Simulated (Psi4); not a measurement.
# One shape, several levels: BNH3S (SMILES N[B]S)

We compute a comparison of 3 runs (UB3LYP/6-31G*, UB3LYP/aug-cc-pVDZ, UCCSD(T)/def2-SVP) of BNH3S. 

Program for the calculation: Psi4 1.11.

1 further run of the same task is left out (it didn't finish).

**1. The molecule**

BNH3S: 6 atoms, total charge 0, spin state doublet. SMILES: `N[B]S`. The coordinates come from a PBE0-D4/def2-TZVP relaxation. This is a higher conformer, about 7 kJ/mol above the lowest found by a separate search.

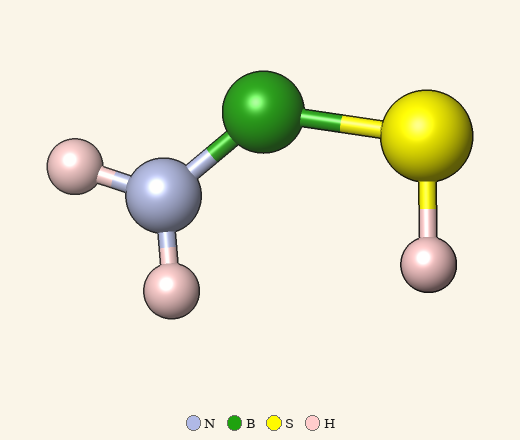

The structure, seen from a chosen angle (nitrogen light blue, boron green, sulfur yellow, hydrogen pink).

**2. A single-point energy at UB3LYP/6-31G(d) (Cartesian functions) (run 1)**

Contents of calc.inp:

```
memory 1600 MB

molecule {
  0 2
  N     -0.621200     0.083000    -0.756700
  B     -0.538400    -0.445500     0.515700
  S      0.781100    -0.475200     1.709200
  H     -1.454200     0.016000    -1.315600
  H      0.135500     0.569200    -1.216600
  H      1.739200     0.188500     1.017800
  symmetry c1
  no_reorient
  no_com
}

set {
  basis 6-31G*
  reference uks
  puream false
  e_convergence 1e-09
  d_convergence 1e-08
  scf_type pk
  dft_radial_points 99
  dft_spherical_points 590
  maxiter 200
}

e, wfn = energy("b3lyp", return_wfn=True)
oeprop(wfn, "MAYER_INDICES", "WIBERG_LOWDIN_INDICES", "QUADRUPOLE")
```

The run is started by

```bash
psi4 -n 1 calc.inp calc.out
```

calc.out:

```text
[...]
  Running in c1 symmetry.
[...]
  Nuclear repulsion =   81.705212903495450
[...]
  Multiplicity = 2
[...]
  Nalpha       = 16
  Nbeta        = 15
[...]
    Number of basis functions: 55
[...]
   @UKS iter   1:  -479.35228965825274   -1.11096e-01   1.30121e-02 DIIS/ADIIS
[...]
   @UKS iter  13:  -479.58777361408960   -5.11591e-13   3.18245e-09 DIIS
[...]
   @S^2 Observed:                7.527290833E-01
[...]
    Orbital Energies [Eh]
    ---------------------
    Alpha Occupied:
       1A    -88.869195     2A    -14.345019     3A     -7.934830
       4A     -6.781340     5A     -5.899300     6A     -5.894381
       7A     -5.890907     8A     -0.881240     9A     -0.736815
      10A     -0.523818    11A     -0.520771    12A     -0.443784
      13A     -0.334301    14A     -0.321846    15A     -0.253091
      16A     -0.190222
    Alpha Virtual:
      17A      0.027345    18A      0.044432    19A      0.072304
      20A      0.110753    21A      0.152419    22A      0.248296
      23A      0.351384    24A      0.372577    25A      0.376585
[...]
  @UKS Final Energy:  -479.58777361408960
   => Energetics <=
    Nuclear Repulsion Energy =             81.7052129034954504
    One-Electron Energy =                -821.4256637238520398
    Two-Electron Energy =                 290.6240256249575395
    DFT Exchange-Correlation Energy =     -30.4913484186905173
    Empirical Dispersion Energy =           0.0000000000000000
    VV10 Nonlocal Energy =                  0.0000000000000000
    Total Energy =                       -479.5877736140895991
[...]
 Multipole Moments:
 ------------------------------------------------------------------------------------
     Multipole            Electronic (a.u.)      Nuclear  (a.u.)        Total (a.u.)
 ------------------------------------------------------------------------------------
 L = 1.  Multiply by 2.5417464519 to convert [e a0] to [Debye]
 Dipole X            :        -11.0687731           11.1072432            0.0384702
 Dipole Y            :         16.5348980          -16.0173186            0.5175793
 Dipole Z            :        -44.8241978           43.6798856           -1.1443123
 Magnitude           :                                                    1.2565106
 L = 2.  Multiply by 1.3450342976 to convert [e a0^2] to [Debye ang]
 Quadrupole XX       :        -85.4613453           68.1014518          -17.3598936
 Quadrupole XY       :         17.7944464          -16.8511126            0.9433338
[...]
```

Wall time 13 s (1 thread of Intel Xeon Platinum 8488C (Sapphire Rapids), shared host); peak memory 0.71 GiB.

**3. The energy at UB3LYP/aug-cc-pVDZ (run 2)**

Contents of calc.py:

```python
import psi4

psi4.set_memory(1600000000)
psi4.set_num_threads(1)
psi4.core.set_output_file('bh3ns.out', False)

m = psi4.geometry("""
0 2
N     -1.17389787     0.15684727    -1.42995576
B     -1.01742855    -0.84187299     0.97453176
S      1.47606508    -0.89799785     3.22991989
H     -2.74803973     0.03023562    -2.48612369
H      0.25605789     1.07563211    -2.29904080
H      3.28661168     0.35621337     1.92336325
units bohr
symmetry c1
no_reorient
no_com
""")

options = {'basis': 'aug-cc-pVDZ', 'reference': 'uks', 'puream': True, 'e_convergence': 1e-09, 'd_convergence': 1e-08, 'scf_type': 'pk', 'dft_radial_points': 99, 'dft_spherical_points': 590, 'maxiter': 200}
psi4.set_options(options)

e_tot, wfn = psi4.energy("b3lyp", return_wfn=True)
psi4.oeprop(wfn, "LOWDIN_CHARGES", "MULLIKEN_CHARGES", "WIBERG_LOWDIN_INDICES", title="B3LYP")
print(f'b3lyp energy: {e_tot:.10f} Eh')
for k, v in sorted(psi4.core.scalar_variables().items()):
    print(f'{k:45s} {v:18.10f}')
```

The run is started by

```bash
python calc.py
```

bh3ns.out:

```text
[...]
  Running in c1 symmetry.
[...]
  Nuclear repulsion =   81.705212910576165
[...]
  Multiplicity = 2
[...]
  Nalpha       = 16
  Nbeta        = 15
[...]
    Number of basis functions: 100
[...]
   @UKS iter   1:  -479.26974250353226   -1.00038e-01   8.76290e-03 ADIIS/DIIS
[...]
   @UKS iter  13:  -479.63409869568017   -1.93268e-12   2.74793e-09 DIIS
[...]
   @S^2 Observed:                7.528220446E-01
[...]
  @UKS Final Energy:  -479.63409869568017
   => Energetics <=
    Nuclear Repulsion Energy =             81.7052129105761651
    One-Electron Energy =                -821.1920962404215061
    Two-Electron Energy =                 290.3397048115926964
    DFT Exchange-Correlation Energy =     -30.4869201774275354
    Empirical Dispersion Energy =           0.0000000000000000
    VV10 Nonlocal Energy =                  0.0000000000000000
    Total Energy =                       -479.6340986956801657
[...]
 Multipole Moments:
 ------------------------------------------------------------------------------------
     Multipole            Electronic (a.u.)      Nuclear  (a.u.)        Total (a.u.)
 ------------------------------------------------------------------------------------
 L = 1.  Multiply by 2.5417464519 to convert [e a0] to [Debye]
 Dipole X            :        -11.0163761           11.1072433            0.0908672
 Dipole Y            :         16.4868845          -16.0173186            0.4695659
 Dipole Z            :        -44.6702836           43.6798855           -0.9903981
 Magnitude           :                                                    1.0998352
[...]
  Mulliken Charges: (a.u.)
   Center  Symbol    Alpha    Beta     Spin     Total
       1     N     3.33787  3.37792 -0.04005  0.28421
       2     B     3.00776  2.09605  0.91171 -0.10381
       3     S     7.97975  7.99168 -0.01193  0.02857
       4     H     0.51983  0.52062 -0.00079 -0.04045
       5     H     0.56757  0.51087  0.05671 -0.07844
       6     H     0.58721  0.50286  0.08435 -0.09007
   Total alpha = 16.00000, Total beta = 15.00000, Total charge = -0.00000
  Lowdin Charges: (a.u.)
   Center  Symbol    Alpha    Beta     Spin     Total
[...]
```

On the terminal:

```text
b3lyp energy: -479.6340986957 Eh
CURRENT ENERGY                                   -479.6340986957
CURRENT REFERENCE ENERGY                         -479.6340986957
DD SOLVATION ENERGY                                 0.0000000000
DFT FUNCTIONAL TOTAL ENERGY                      -479.6340986957
DFT TOTAL ENERGY                                 -479.6340986957
DFT VV10 ENERGY                                     0.0000000000
DFT XC ENERGY                                     -30.4869201774
GRID ELECTRONS ALPHA                               16.0000000729
GRID ELECTRONS BETA                                14.9999999301
GRID ELECTRONS TOTAL                               31.0000000030
NUCLEAR REPULSION ENERGY                           81.7052129106
ONE-ELECTRON ENERGY                              -821.1920962404
PCM POLARIZATION ENERGY                             0.0000000000
PE ENERGY                                           0.0000000000
SCF ITERATION ENERGY                             -479.6340986957
SCF ITERATIONS                                     13.0000000000
SCF TOTAL ENERGY                                 -479.6340986957
TWO-ELECTRON ENERGY                               290.3397048116
XC GRID RADIAL POINTS                              99.0000000000
XC GRID SPHERICAL POINTS                          590.0000000000
XC GRID TOTAL POINTS                           338387.0000000000
```

Wall time 36 s (1 thread of Intel Xeon Platinum 8488C (Sapphire Rapids), shared host); peak memory 0.82 GiB.

**4. A single-point energy at UCCSD(T)/def2-SVP (run 3)**

Contents of bh3ns.json:

```json
{
 "schema_name": "qcschema_input",
 "schema_version": 1,
 "molecule": {
  "schema_name": "qcschema_molecule",
  "schema_version": 2,
  "symbols": ["N", "B", "S", "H", "H", "H"],
  "geometry": [-1.17389787, 0.15684727, -1.42995576, -1.01742855, -0.84187299, 0.97453176, 1.47606508, -0.89799785, 3.22991989, -2.74803973, 0.03023562, -2.48612369, 0.25605789, 1.07563211, -2.2990408, 3.28661168, 0.35621337, 1.92336325],
  "molecular_charge": 0,
  "molecular_multiplicity": 2,
  "fix_symmetry": "c1"
 },
 "driver": "energy",
 "model": {
  "method": "ccsd(t)",
  "basis": "def2-SVP"
 },
 "keywords": {
  "reference": "uhf",
  "puream": true,
  "e_convergence": 1e-09,
  "d_convergence": 1e-08,
  "scf_type": "pk",
  "num_frozen_docc": 7,
  "maxiter": 200
 }
}
```

The run is started by

```bash
psi4 --qcschema bh3ns.json -n 1 --memory 1600MB
```

stdout:

```text
[...]
  Running in c1 symmetry.
[...]
  Nuclear repulsion =   81.705212910576165
[...]
  Multiplicity = 2
[...]
  Nalpha       = 16
  Nbeta        = 15
[...]
    Number of basis functions: 61
[...]
   @UHF iter   1:  -478.14084860718071   -5.14354e-01   6.69908e-03 ADIIS/DIIS
[...]
   @UHF iter  15:  -478.24047264617241   -1.19371e-12   4.56708e-09 DIIS
[...]
   @S^2 Observed:                7.569015078E-01
[...]
    Orbital Energies [Eh]
    ---------------------
    Alpha Occupied:
       1A    -91.910910     2A    -15.567869     3A     -8.947285
       4A     -7.640869     5A     -6.634624     6A     -6.633522
       7A     -6.632060     8A     -1.160505     9A     -0.972459
      10A     -0.711055    11A     -0.693314    12A     -0.594480
      13A     -0.467502    14A     -0.463463    15A     -0.369574
      16A     -0.327773
    Alpha Virtual:
      17A      0.159261    18A      0.168565    19A      0.178046
      20A      0.238462    21A      0.283472    22A      0.337668
      23A      0.359672    24A      0.454511    25A      0.485043
[...]
  @UHF Final Energy:  -478.24047264617241
   => Energetics <=
    Nuclear Repulsion Energy =             81.7052129105761651
    One-Electron Energy =                -820.8497723156351640
    Two-Electron Energy =                 260.9040867588865922
    Total Energy =                       -478.2404726461724067
  UHF NO Occupations:
  HONO-2 :   14  A 1.9986439
  HONO-1 :   15  A 1.9985043
[...]
 Multipole Moments:
 ------------------------------------------------------------------------------------
     Multipole            Electronic (a.u.)      Nuclear  (a.u.)        Total (a.u.)
 ------------------------------------------------------------------------------------
 L = 1.  Multiply by 2.5417464519 to convert [e a0] to [Debye]
 Dipole X            :         -0.4825627            0.5922205            0.1096578
 Dipole Y            :         -1.1816756            1.7068750            0.5251994
 Dipole Z            :          2.2752472           -3.3761225           -1.1008753
 Magnitude           :                                                    1.2246574
[...]
      * MP2 total energy                      = -478.605167418378869
[...]
      * CCSD total energy                     = -478.639078558806546
[...]
      * CCSD(T) total energy                     = -478.650738389545438
[...]
```

The result, in JSON:

```text
{
 "driver": "energy",
 "model": {
  "method": "ccsd(t)",
  "basis": "def2-SVP"
 },
 "success": true,
 "return_result": -478.65073838954544,
 "properties": {
  "calcinfo_nbasis": 61,
  "calcinfo_nmo": 61,
  "calcinfo_nalpha": 16,
  "calcinfo_nbeta": 15,
  "calcinfo_natom": 6,
  "nuclear_repulsion_energy": 81.70521291057617,
  "return_energy": -478.65073838954544,
  "scf_one_electron_energy": -820.8497723156352,
  "scf_two_electron_energy": 260.9040867588866,
  "scf_dipole_moment": [0.10965781264383823, 0.5251993906938561, -1.1008753266226483],
  "scf_total_energy": -478.2404726461724,
  "scf_iterations": 15,
  "mp2_same_spin_correlation_energy": -0.09094623365953311,
  "mp2_opposite_spin_correlation_energy": -0.27374853854809,
  "mp2_singles_energy": -2.745933542873817e-28,
  "mp2_doubles_energy": -0.36469477220762314,
  "mp2_correlation_energy": -0.36469477220762314,
  "mp2_total_energy": -478.60516741837887,
  "ccsd_same_spin_correlation_energy": -0.08615050295716875,
  "ccsd_opposite_spin_correlation_energy": -0.3124554096781211,
  "ccsd_singles_energy": -3.79010499750912e-17,
  "ccsd_doubles_energy": -0.3986059126352898,
  "ccsd_correlation_energy": -0.3986059126352899,
  "ccsd_total_energy": -478.63907855880655,
  "ccsd_iterations": 17,
  "ccsd_prt_pr_correlation_energy": -0.4102657433741892,
  "ccsd_prt_pr_total_energy": -478.65073838954544
 }
}
```

It took 18 s on 1 thread of Intel Xeon Platinum 8488C (Sapphire Rapids), shared host; peak memory 0.3 GiB.

**5. All runs side by side**

```
run                                level  Cartesian functions  frozen core orbitals  energy (Eh)  dipole moment (D)  HOMO energy (eV)  LUMO energy (eV)  wall time
  1  UB3LYP/6-31G* (Cartesian functions)                  yes                     0  -479.587774               3.19             -5.18             -1.16       13 s
  2                   UB3LYP/aug-cc-pVDZ                   no                     0  -479.634099               2.80             -5.51             -1.91       36 s
  3                    UCCSD(T)/def2-SVP                   no                     7  -478.650738                  –             -8.92              2.82       18 s
```

**6. Results**

| quantity | value |
| --- | --- |
| run 3: total energy | -478.65074 Eh |
| run 3: HOMO energy (Hartree–Fock orbitals) (highest over α and β) | -8.92 eV |
| run 3: LUMO energy (Hartree–Fock orbitals) (lowest over α and β) | 2.82 eV |
| run 3: correlation energy (7 core orbitals frozen) | -410.3 mEh |
| run 3: (T) correction | -11.66 mEh |
| run 3: ⟨S²⟩ of the reference determinant | 0.757 |
| run 3: T1 diagnostic | 0.020 |

All runs together took 67 s, the longest 36 s.
